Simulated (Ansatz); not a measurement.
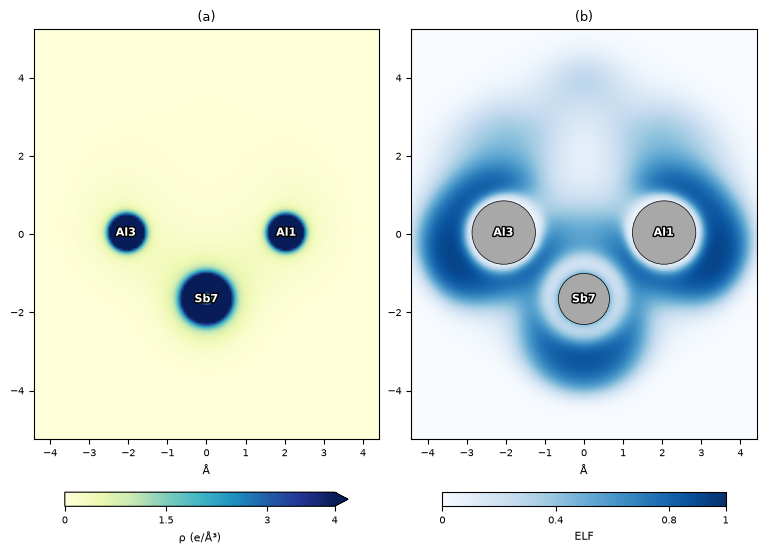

*Al₄Sb₃ (charge +1). (a) electron density; (b) electron localisation function on the plane of atoms Al1, Sb7 and Al3. Grey discs cover the atomic cores in the ELF map.*

Geometry: PBE-D4/def2-SVP; core potentials replace the inner electrons of Sb.

Theory: Ansatz 0.2.0, RKS PBE0-D4/def2-TZVP.

```yaml
atoms:
  - { symbol: Al, position_ang: [0.1488, -1.9723, -1.4219] }
  - { symbol: Al, position_ang: [-0.4027, -0.4703, 2.3574] }
  - { symbol: Al, position_ang: [-1.3353, 1.8182, -0.9193] }
  - { symbol: Al, position_ang: [0.8235, 0.3235, -0.0078] }
  - { symbol: Sb, position_ang: [1.1585, -2.1750, 1.0341] }
  - { symbol: Sb, position_ang: [-0.5078, 2.0806, 1.5985] }
  - { symbol: Sb, position_ang: [0.1149, 0.3952, -2.6410] }
```

Interpret the plot.

The section cuts through Al and Sb sites.
Al–Sb (2.66 Å): the density is about 0.37 e/Å³ at the midpoint, with its minimum of 0.32 e/Å³ about 1.0 Å from Al; the ELF peaks at about 0.75 between the atoms.
The ELF also peaks beside Sb7, Al3 and Al1, away from the bonds: lone-pair regions.
